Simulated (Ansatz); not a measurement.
Level of theory: PBE (plane waves to 420 eV, PAW; Ansatz, a first-principles code).

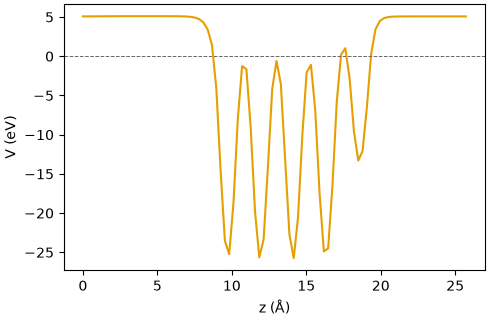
Figure. Planar average of the electrostatic potential across the slab, in eV from the Fermi level, for Cl on the 1x1 (111) surface of fcc Rh, one in a 1x1 cell, started at the site 'top Rh'

Slab: 5 atoms, 6.5 Å thick at the start under the adsorbate (thin: gaps and levels are the slab's own); k 12x12x1, smearing 0.1 eV, dipole-corrected; 2 atoms held, the rest relaxed; held to the start's symmetry, so lower structures may exist; no spin, no spin-orbit, no U, no dispersion correction. At the end it is bonded to Rh. In PBE it is, or lies within 0.03 eV of, the lowest of the starts that converged.

The vacuum level lies 5.08 eV above the Fermi level over the top face and 5.11 eV above it under the bottom face.
